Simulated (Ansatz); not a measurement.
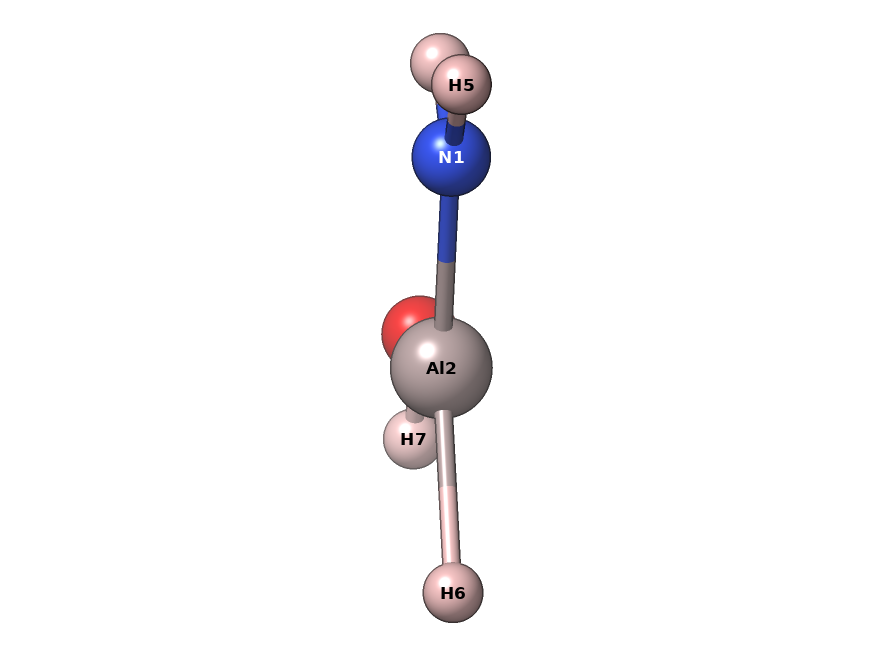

Source: calculation with Ansatz.

O3 lies behind Al2. The molecule seen nearly along the Al2–O3 bond, Al2 in front. Atoms fade into the background with distance from the viewer. Geometry: moved along internal coordinates away from the minimum.

Q: What is the torsion angle N1–Al2–O3–H7? The sign is positive where the front bond must turn clockwise to cover the back bond.

A: 180°, antiperiplanar (anti).
